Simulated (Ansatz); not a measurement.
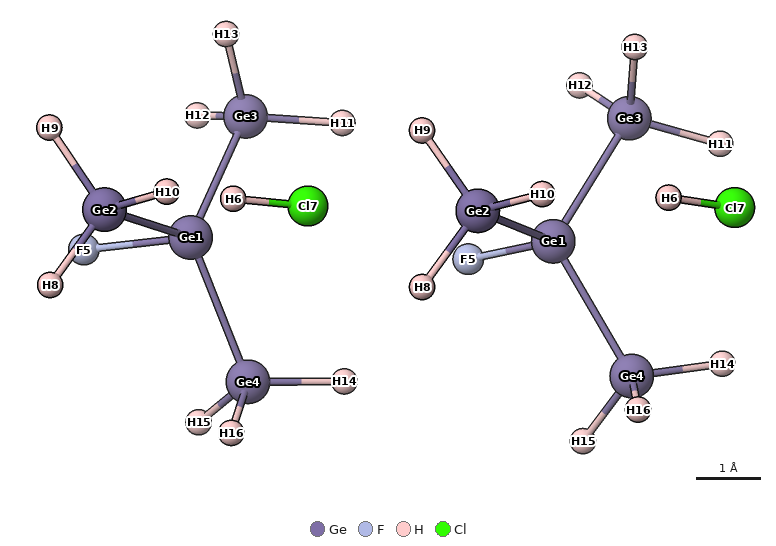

Two geometries of Ge4H10ClF (started from a transition state, displaced along its imaginary mode), drawn at one scale. One is the start of a relaxation, the other its converged end. A ball-and-stick model, seen from a free direction.

All numbers below come from RKS PBE0-D4/def2-TZVP in Ansatz. Set-up: force threshold 0.005 eV/Å; at most 200 steps.

Which of the two is the end point?

Answer. The right one is the relaxed one. After 21 accepted moves (22 points after the start) the energy has fallen by 0.852 eV. The largest force component goes from 1.8 to 0.0045 eV/Å. The line search rejected the trial step at point 8 of the run. H6 moves most after the best rigid fit: 0.74 Å. Largest moves by element: H 0.74 Å, F 0.63 Å, Cl 0.62 Å, Ge 0.47 Å. Some distances before and after: Ge2–H6 2.136 → 3.098 Å, Ge2–Cl7 3.186 → 4.021 Å, Ge1–Cl7 2.777 → 3.591 Å, Ge1–F5 1.847 → 1.768 Å. Bond angles that change, for instance: Ge2–Ge1–F5 80.6° → 102.3°, Ge1–Ge2–H8 116.8° → 110.9°, Ge2–Ge1–Ge4 119.0° → 113.4°.
